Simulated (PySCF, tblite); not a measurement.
# C5H7F3O: a rotation path, then NMR shifts on frames

Aim: move C5H7F3O (`C=C[C@](C)(F)OC(F)F`) away from its starting geometry and see how NMR shifts follow the geometry.

The runs use tblite 0.8.0 and PySCF 2.14.0, with density-fitted response routines of our own; the level of theory stands in each step. All values are computed, except where a source is named. Atoms are numbered from 0 throughout.

## 1. Starting geometry

16 atoms, charge 0, multiplicity 1; geometry from: GFN2-xTB.

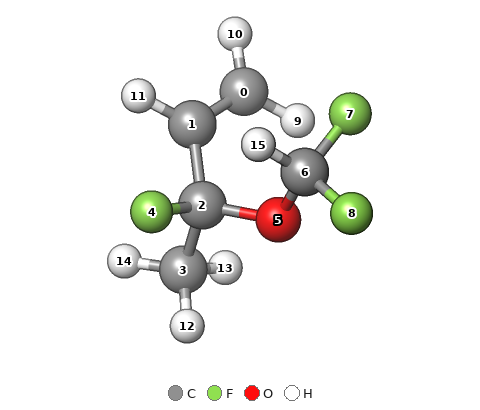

The starting geometry (carbon grey, fluorine green, oxygen red, hydrogen white), atoms numbered; sticks join atoms by distance.

## 2. A band between two rotamers with GFN2-xTB

Job settings and geometry (Å):

```
{"job": {"kind": "neb", "xc": "GFN2-xTB", "basis": "xTB", "atoms": [4, 2, 5, 6], "turn": 120}, "charge": 0, "multiplicity": 1}
C     -1.381080     1.281267    -0.578137
C     -0.894492     0.716717     0.509746
C      0.002484    -0.494892     0.482117
C     -0.766160    -1.788581     0.253461
F      0.641209    -0.575884     1.713881
O      1.012377    -0.428820    -0.499283
C      1.883808     0.603772    -0.413622
F      1.528135     1.622008    -1.239887
F      3.081515     0.191251    -0.851412
H     -1.142467     0.914528    -1.562394
H     -2.023677     2.141755    -0.524737
H     -1.118589     1.079397     1.502195
H     -0.079308    -2.627679     0.322605
H     -1.212446    -1.764825    -0.734913
H     -1.540768    -1.884904     1.008829
H      2.001861     1.023836     0.600140
```

Method: GFN2-xTB climbing-image nudged elastic band, gas phase.

On the command line:

```console
> OMP_NUM_THREADS=1 python probes_run.py task.json out
```

One launch serves the whole session: the jobs run in the order shown.

Log:

```text
image   E - E0 / eV
  0      -0.0000
  1       0.0096
  2       0.0505
  3       0.1084
  4       0.1372
  5       0.1121
  6       0.0783
  7       0.0827
  8       0.0264
```

It took 7.8 s on 1 thread of Arm Neoverse V1, shared host; peak memory 0.18 GiB.

The final band, with the dihedral F4–C2–O5–C6:

```
image  dihedral (°)  energy (eV)  energy (kcal/mol)
    0           -59        0.000                0.0
    1           -50        0.010                0.2
    2           -37        0.051                1.2
    3           -18        0.108                2.5
    4             4        0.137                3.2
    5            27        0.112                2.6
    6            50        0.078                1.8
    7            68        0.083                1.9
    8            54        0.026                0.6
```

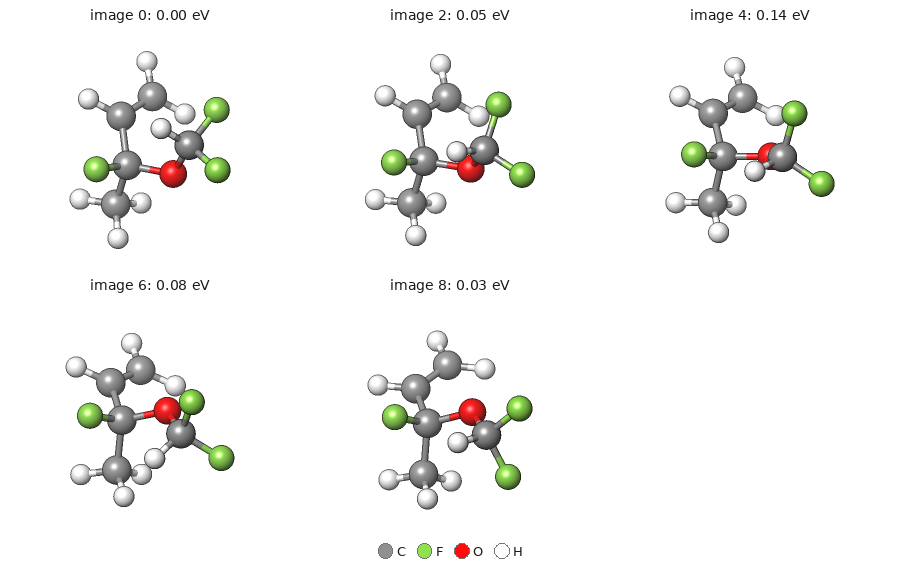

Images along the band.

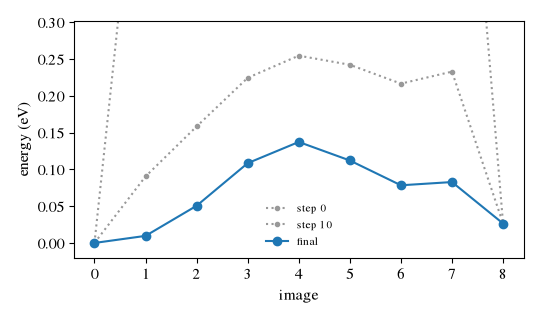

Energy along the band, early and final.

## 3. Shielding tensors: image 0, PBE0/pcSseg-1

Job settings and geometry (Å):

```
{"job": {"kind": "nmr", "xc": "PBE0", "basis": "pcSseg-1", "pop": false}, "charge": 0, "multiplicity": 1}
C     -1.381100     1.281300    -0.578100
C     -0.894500     0.716700     0.509700
C      0.002500    -0.494900     0.482100
C     -0.766200    -1.788600     0.253500
F      0.641200    -0.575900     1.713900
O      1.012400    -0.428800    -0.499300
C      1.883800     0.603800    -0.413600
F      1.528100     1.622000    -1.239900
F      3.081500     0.191300    -0.851400
H     -1.142500     0.914500    -1.562400
H     -2.023700     2.141800    -0.524700
H     -1.118600     1.079400     1.502200
H     -0.079300    -2.627700     0.322600
H     -1.212400    -1.764800    -0.734900
H     -1.540800    -1.884900     1.008800
H      2.001900     1.023800     0.600100
```

Method: GIAO PBE0/pcSseg-1 NMR shielding, non-relativistic, gas phase.

Log:

```text
coarse grid: 14120 points
cycle   1  E = -568.5733170870  dE =  1.342e+00  |g| = 1.014e+00  |ddm| = 3.412e+00
cycle   2  E = -568.4257581879  dE =  1.476e-01  |g| = 1.426e+00  |ddm| = 1.289e+00
cycle   3  E = -568.7480885124  dE = -3.223e-01  |g| = 9.806e-02  |ddm| = 7.905e-01
cycle   4  E = -568.7495614908  dE = -1.473e-03  |g| = 5.740e-02  |ddm| = 1.107e-01
cycle   5  E = -568.7503116410  dE = -7.502e-04  |g| = 1.500e-02  |ddm| = 4.799e-02
cycle   6  E = -568.7503622213  dE = -5.058e-05  |g| = 2.882e-03  |ddm| = 1.190e-02
cycle   7  E = -568.7503640583  dE = -1.837e-06  |g| = 7.572e-04  |ddm| = 2.616e-03
final grid: 139664 points
cycle   8  E = -568.8345372147  dE = -5.566e-05  |g| = 1.102e-02  |ddm| = 3.223e-02
cycle   9  E = -568.8345219251  dE =  1.529e-05  |g| = 1.477e-02  |ddm| = 1.618e-02
cycle  10  E = -568.8345607062  dE = -3.878e-05  |g| = 1.131e-03  |ddm| = 9.094e-03
cycle  11  E = -568.8345609463  dE = -2.400e-07  |g| = 3.149e-04  |ddm| = 9.601e-04
cycle  12  E = -568.8345609620  dE = -1.572e-08  |g| = 1.534e-04  |ddm| = 2.893e-04
cycle  13  E = -568.8345609669  dE = -4.911e-09  |g| = 2.814e-05  |ddm| = 1.237e-04
cycle  14  E = -568.8345609670  dE = -1.594e-10  |g| = 1.142e-05  |ddm| = 2.746e-05
converged SCF energy = -568.8345609670

GIAO shielding tensors (ppm)
atom      isotropic    diamagn.    paramagn.     s11        s22        s33       span
  0 C       53.950     255.436    -201.486    -66.910     54.660    174.098    241.008
  1 C       41.495     259.113    -217.619    -71.628     59.799    136.313    207.941
  2 C       67.740     242.464    -174.724     52.092     58.121     93.006     40.915
  3 C      155.058     248.092     -93.034    135.099    146.827    183.247     48.148
  4 F      303.981     477.058    -173.077    193.335    351.549    367.060    173.725
  5 O      158.891     402.166    -243.275    117.843    146.511    212.317     94.474
  6 C       64.525     238.323    -173.798     44.105     68.972     80.497     36.392
  7 F      260.607     473.989    -213.382    159.261    276.087    346.473    187.212
  8 F      275.311     468.448    -193.137    174.730    310.816    340.388    165.659
  9 H       25.684      32.365      -6.681     20.574     25.985     30.494      9.920
 10 H       25.714      29.216      -3.501     22.843     25.570     28.730      5.886
 11 H       25.292      32.334      -7.042     23.398     24.629     27.848      4.450
 12 H       29.714      29.089       0.626     26.162     27.619     35.362      9.199
 13 H       30.174      30.135       0.039     26.507     28.918     35.096      8.588
 14 H       30.001      29.163       0.838     26.605     27.962     35.436      8.831
 15 H       25.013      28.409      -3.396     21.968     25.715     27.356      5.389
```

Wall time 25 s (1 thread of Arm Neoverse V1, shared host); peak memory 0.92 GiB.

Shifts follow as δ = σ(reference) − σ, with reference shieldings (ppm) from runs at the same level and on the same kind of geometry: 1H TMS 31.72, 13C TMS 186.9, 19F CFCl3 170.9, 17O H2O 336.1. The references are single molecules in the gas phase, so shifts against H2O, NH3, PH3, H3PO4 or CFCl3 are not on the usual liquid scales and can be off by tens of ppm. Each atom is listed at this fixed geometry, with no averaging over motion; a spectrum would average atoms that exchange fast.

```
atoms                                             environment  σ (ppm)  δ (ppm)
   C1                                               alkene CH     41.5    145.4
   C0                                    terminal =CH2 carbon     53.9    133.0
   C6                              sp3 CH bonded to 2 F and O     64.5    122.4
   C2  allylic fully substituted sp3 carbon bonded to F and O     67.7    119.2
   C3                                           methyl carbon    155.1     31.9
  H15               hydrogen on an sp3 CH bonded to 2 F and O    25.01     6.70
  H11                                hydrogen on an alkene CH    25.29     6.43
   H9                      hydrogen on a terminal =CH2 carbon    25.68     6.03
  H10                      hydrogen on a terminal =CH2 carbon    25.71     6.00
  H12                             hydrogen on a methyl carbon    29.71     2.00
  H14                             hydrogen on a methyl carbon    30.00     1.72
  H13                             hydrogen on a methyl carbon    30.17     1.54
   F7                                 fluorine of a CF2 group    260.6    -89.7
   F8                                 fluorine of a CF2 group    275.3   -104.4
   F4                               fluorine on an sp3 carbon    304.0   -133.0
   O5                                            ether oxygen    158.9    177.2
```

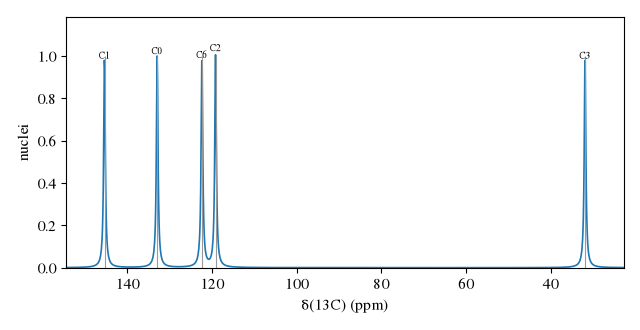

13C lines at the computed shifts, without couplings. Lines are broadened to a width of 0.45 ppm (Lorentzian).

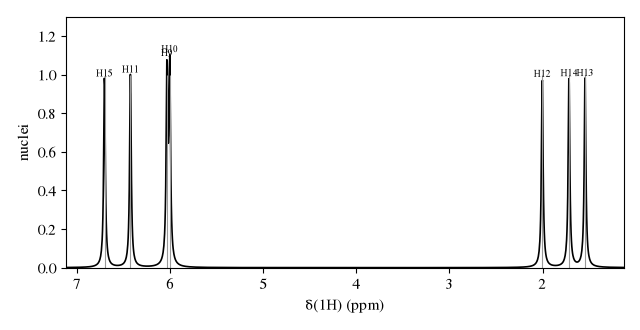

1H lines at the computed shifts, without couplings. Lines are broadened to a width of 0.02 ppm (Lorentzian).

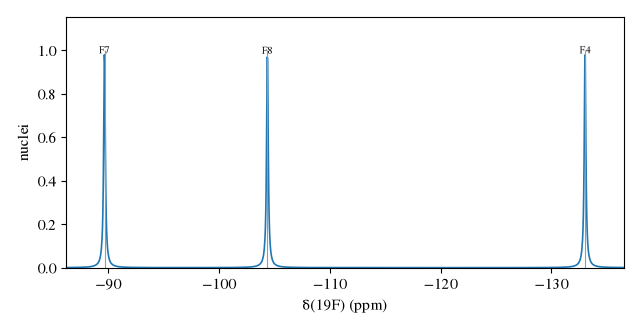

19F lines at the computed shifts, without couplings. Lines are broadened to a width of 0.17 ppm (Lorentzian).

## 4. Nuclear shieldings: image 2, PBE0/pcSseg-1

Job settings and geometry (Å):

```
{"job": {"kind": "nmr", "xc": "PBE0", "basis": "pcSseg-1", "pop": false}, "charge": 0, "multiplicity": 1}
C     -1.595600     1.223000    -0.655000
C     -1.024500     0.770500     0.444000
C     -0.032700    -0.366000     0.453500
C     -0.707600    -1.720900     0.275000
F      0.613000    -0.366000     1.678500
O      0.951000    -0.270000    -0.560600
C      2.042200     0.498900    -0.347600
F      1.817800     1.804700    -0.648700
F      2.994400     0.085900    -1.196800
H     -1.348600     0.824800    -1.624600
H     -2.321900     2.015900    -0.624400
H     -1.257100     1.165300     1.422000
H      0.047700    -2.500300     0.332100
H     -1.186900    -1.751700    -0.697000
H     -1.444400    -1.865200     1.059400
H      2.445800     0.460200     0.678800
```

Method: GIAO PBE0/pcSseg-1 NMR shielding, non-relativistic, gas phase.

Log:

```text
coarse grid: 14120 points
cycle   1  E = -568.5712061182  dE =  1.334e+00  |g| = 1.012e+00  |ddm| = 3.415e+00
cycle   2  E = -568.4297794849  dE =  1.414e-01  |g| = 1.411e+00  |ddm| = 1.246e+00
cycle   3  E = -568.7456271247  dE = -3.158e-01  |g| = 9.243e-02  |ddm| = 7.551e-01
cycle   4  E = -568.7468744259  dE = -1.247e-03  |g| = 5.564e-02  |ddm| = 1.047e-01
cycle   5  E = -568.7475770468  dE = -7.026e-04  |g| = 1.469e-02  |ddm| = 4.630e-02
cycle   6  E = -568.7476250762  dE = -4.803e-05  |g| = 2.887e-03  |ddm| = 1.148e-02
cycle   7  E = -568.7476269239  dE = -1.848e-06  |g| = 6.947e-04  |ddm| = 2.515e-03
final grid: 139664 points
cycle   8  E = -568.8326730141  dE = -5.807e-05  |g| = 1.102e-02  |ddm| = 2.964e-02
cycle   9  E = -568.8326577936  dE =  1.522e-05  |g| = 1.474e-02  |ddm| = 1.588e-02
cycle  10  E = -568.8326963021  dE = -3.851e-05  |g| = 1.159e-03  |ddm| = 9.004e-03
cycle  11  E = -568.8326965557  dE = -2.536e-07  |g| = 3.445e-04  |ddm| = 9.957e-04
cycle  12  E = -568.8326965750  dE = -1.928e-08  |g| = 1.575e-04  |ddm| = 3.112e-04
cycle  13  E = -568.8326965799  dE = -4.906e-09  |g| = 2.817e-05  |ddm| = 1.241e-04
cycle  14  E = -568.8326965800  dE = -1.551e-10  |g| = 1.231e-05  |ddm| = 2.847e-05
converged SCF energy = -568.8326965800

GIAO shielding tensors (ppm)
atom      isotropic    diamagn.    paramagn.     s11        s22        s33       span
  0 C       57.855     255.165    -197.309    -61.929     60.970    174.525    236.453
  1 C       38.580     257.916    -219.336    -76.525     56.892    135.373    211.897
  2 C       67.686     241.458    -173.772     49.853     61.026     92.179     42.326
  3 C      153.362     248.389     -95.027    132.939    144.683    182.465     49.526
  4 F      316.220     476.915    -160.695    239.469    350.290    358.903    119.434
  5 O      164.382     403.257    -238.875    135.871    148.287    208.989     73.118
  6 C       66.120     235.816    -169.695     45.739     70.728     81.893     36.154
  7 F      260.232     473.671    -213.439    177.583    261.925    341.187    163.604
  8 F      280.484     468.907    -188.423    175.364    315.826    350.261    174.897
  9 H       25.717      32.245      -6.528     21.039     25.494     30.617      9.578
 10 H       25.852      28.876      -3.024     23.052     25.461     29.044      5.992
 11 H       25.120      31.888      -6.768     23.027     24.485     27.846      4.819
 12 H       29.791      29.515       0.276     26.277     27.884     35.212      8.935
 13 H       30.131      30.279      -0.148     26.603     28.899     34.891      8.289
 14 H       29.981      29.367       0.615     26.671     27.860     35.413      8.743
 15 H       24.871      28.064      -3.193     21.293     25.790     27.530      6.237
```

Run time: 24 s. Hardware: 1 thread of Arm Neoverse V1, shared host; peak memory 0.85 GiB.

Key values: δ C1 148.3, C0 129.1, C6 120.8, C2 119.2, H15 6.85, H11 6.60 ppm.

(Part 1 of 2 ends here.)
